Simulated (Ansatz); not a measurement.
# C3H11AlN (SMILES CC[NH2+][AlH][CH3]) (charge +1): what the fields show

Input file:

```
crystal:
  periodic: [false, false, false]
  atoms:
    - symbol: C
      position_ang: [1.280690, -1.899236, -2.055807]
    - symbol: C
      position_ang: [1.403233, -0.986047, -0.843647]
    - symbol: C
      position_ang: [-0.880068, 1.312974, 1.927876]
    - symbol: Al
      position_ang: [0.454240, -0.083079, 1.815525]
    - symbol: "N"
      position_ang: [0.291512, -1.225366, 0.172493]
    - symbol: H
      position_ang: [1.350024, -2.955378, -1.772420]
    - symbol: H
      position_ang: [0.338775, -1.736751, -2.591216]
    - symbol: H
      position_ang: [2.098974, -1.688320, -2.751154]
    - symbol: H
      position_ang: [1.344293, 0.067857, -1.133493]
    - symbol: H
      position_ang: [2.348136, -1.145574, -0.316072]
    - symbol: H
      position_ang: [-0.609997, -1.089292, -0.297770]
    - symbol: H
      position_ang: [0.315232, -2.219881, 0.427487]
    - symbol: H
      position_ang: [1.689777, -0.630767, 2.610336]
    - symbol: H
      position_ang: [-0.887822, 1.954023, 1.036991]
    - symbol: H
      position_ang: [-1.891720, 0.899736, 2.035636]
    - symbol: H
      position_ang: [-0.693868, 1.954678, 2.796303]
basis:
  gaussian: {orbitals: def2-SVPD}
total_charge: 1
hamiltonian: {xc: pbe0}
output: {forces: true, orbitals: {seedname: orbitals}}
```

Run with:

```sh
ansatz run input.yaml --threads 2 --pin off --max-ram 4350MiB --events-out events.jsonl --progress --plain --runs-dir runs
```

Geometry: B3LYP/6-31G*.

Theory: isolated molecule in a Gaussian basis; Kohn-Sham density functional theory, functional PBE0 in Ansatz.

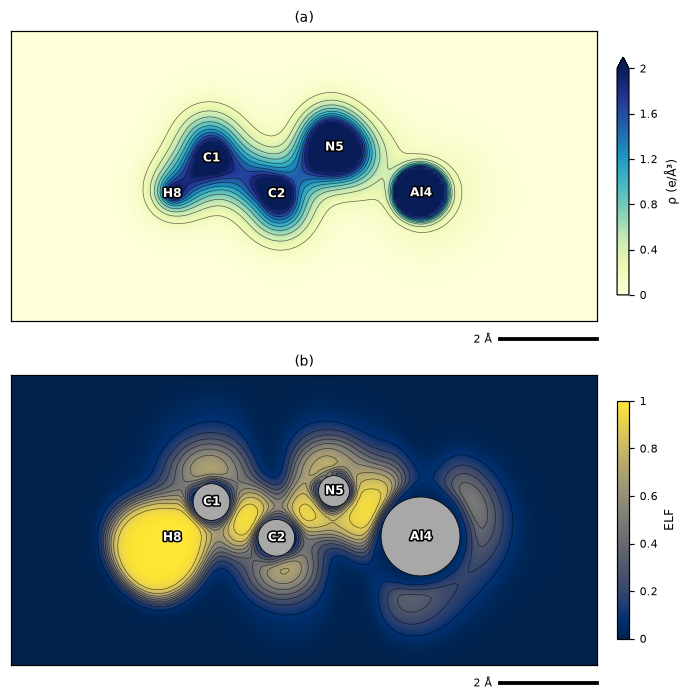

Figure 1. (a) electron density; (b) ELF on the plane of atoms C2, N5 and Al4. Grey discs cover the atomic cores in the ELF map.

> What do the fields say about this system?

The plane passes through C, Al, N and H nuclei.
C–C (1.52 Å): ρ is about 1.7 e/Å³ halfway; the ELF peaks at about 0.95 between the atoms (a shared electron pair).
C–N (1.53 Å): ρ is about 1.6 e/Å³ halfway; the ELF peaks at about 0.95 between the atoms; a shared electron pair.
Al–N (2.01 Å): the density is about 0.57 e/Å³ at the midpoint; the ELF peaks at about 0.95 between the atoms; a shared but strongly polarised pair.
C–H (1.09 Å): ρ at the midpoint is about 1.9 e/Å³; the ELF climbs to about 1 towards the hydrogen, as it does in any bond to H; an ordinary covalent bond to hydrogen.

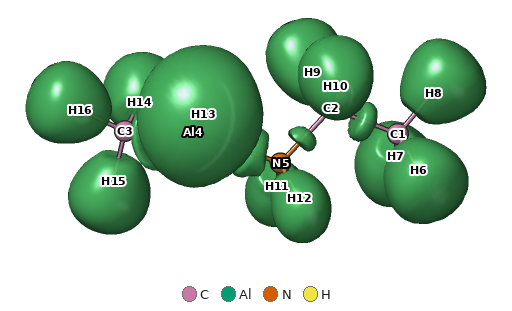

Figure 2. Isosurface of the electron localisation function at 0.85 (green), seen from one side. Only the valence region is drawn (cores and ρ < 0.01 e/Å³ removed).

> Describe the localisation domains.

The surface consists of one region between bonded Al–C atoms (shared pairs), one region between bonded C–C atoms (shared pairs), one region between bonded C–N atoms (shared pairs), eleven regions around hydrogen nuclei and one lobe of the valence shell of N pointing towards Al.

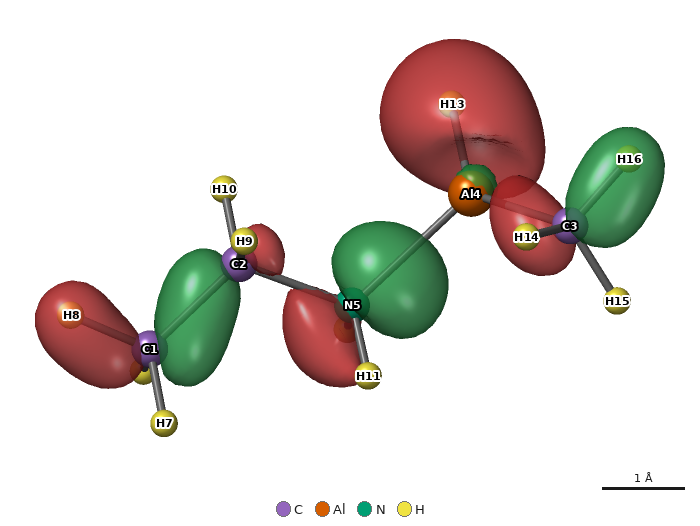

Figure 3. The HOMO−1 at ±0.15 Å⁻³ᐟ² (green and red are the two phases), seen at an oblique angle.

> Describe this orbital and give its energy.

By Hirshfeld shares it lies mainly on Al4 (about 25 %), N5 (about 20 %), H13 (about 20 %), C3 (about 10 %) and C1 (about 10 %). Its energy is −14.12 eV.

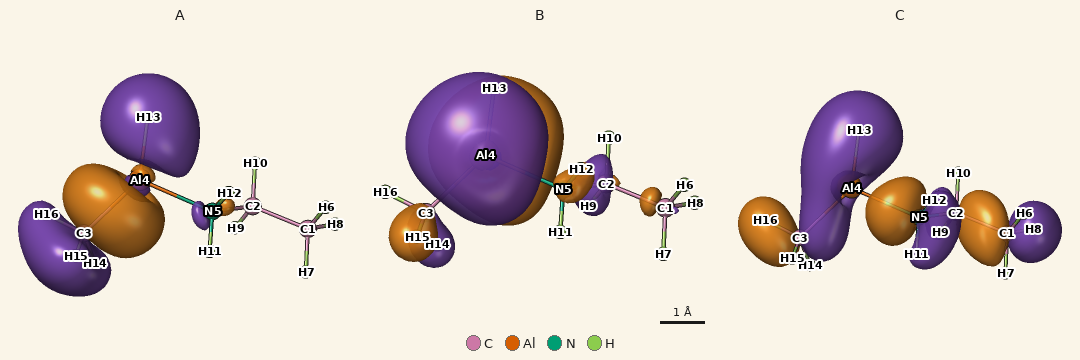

Figure 4. Three frontier orbitals at ±0.08 Å⁻³ᐟ² (orange and purple are the two phases), in no order.

> Which picture is the HOMO−1, the HOMO and the LUMO?

C is the HOMO−1 (−14.12 eV). By Hirshfeld shares it lies mainly on Al4 (about 25 %), N5 (about 20 %), H13 (about 20 %), C3 (about 10 %) and C1 (about 10 %). A is the HOMO (−12.98 eV). Its weight (Hirshfeld) is mainly on C3 (about 40 %), Al4 (about 25 %) and H13 (about 20 %). B is the LUMO (−5.83 eV). By Hirshfeld shares it lies mainly on Al4 (about 70 %).

> What is the HOMO–LUMO gap?

7.15 eV between the orbital energies.
